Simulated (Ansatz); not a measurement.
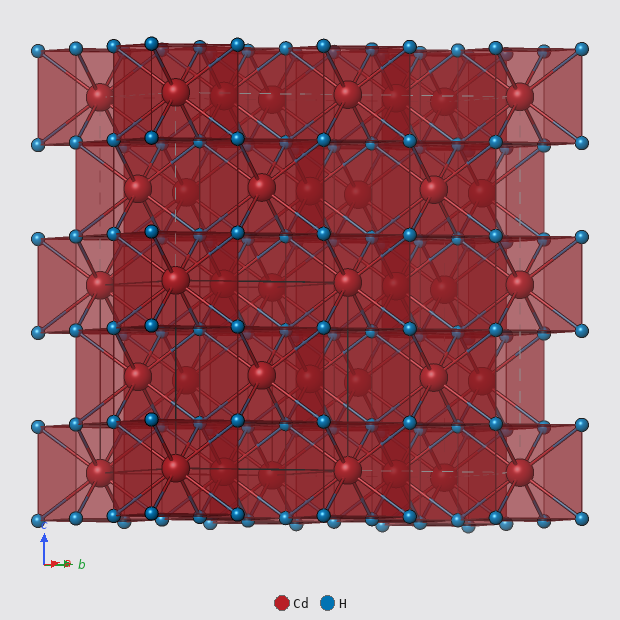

Polyhedra are drawn about Cd (bonds: Cd–H below 2.5 Å); other atoms are plain spheres.

The compound is CdH₂ (space group Fm-3m, No. 225), taken as the input geometry of an electronic-structure calculation (not necessarily at equilibrium); the starting structure was generated, so it need not be a known form of this composition.

Question: What figure surrounds each Cd atom, and what does it share with the other drawn polyhedra?

Answer: Cd: CdH8 cube, sharing edges with twelve neighbours.

Question: How do these polyhedra hang together as a whole?

Answer: They form a three-dimensional framework of edge-sharing cubes.
